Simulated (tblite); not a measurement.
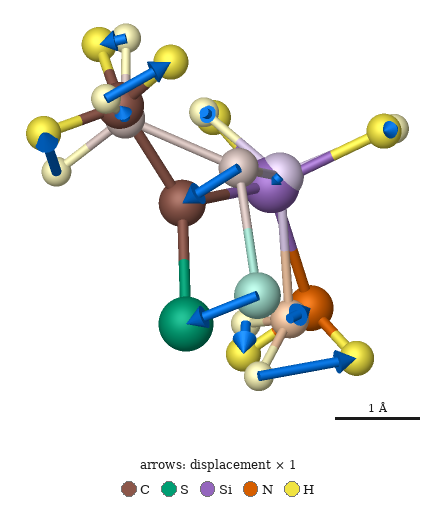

This is a relaxation of C₂H₇NSSi (charge −1, multiplicity 2). The starting structure is drawn faded, the final one solid; blue arrows show the displacements, at their true length. The two geometries are superimposed by the best rigid fit.

A ball-and-stick model, seen from a free direction.

These are results of tblite, GFN2-xTB geometry optimisation, gas phase, not measurements. 

What happened in the run?

After 153 geometry steps the energy has fallen by 0.653 eV. An H atom moves most after the best rigid fit: 1.24 Å. By element the largest moves are H 1.24 Å, S 0.96 Å, C 0.86 Å, N 0.40 Å, Si 0.14 Å. Some distances before and after: C–S 1.776 → 1.723 Å, N–Si 1.797 → 1.755 Å, H–N 1.046 → 1.011 Å, C–H 1.123 → 1.094 Å. Bond angles that change, for instance: C–Si–H 105.0° → 119.5°, C–C–Si 109.6° → 120.8°, S–C–Si 113.6° → 121.7°. Groups turn about N–Si by about 70°. Cost: 0.84 s on 1 thread of Arm Neoverse V1, on a shared host.
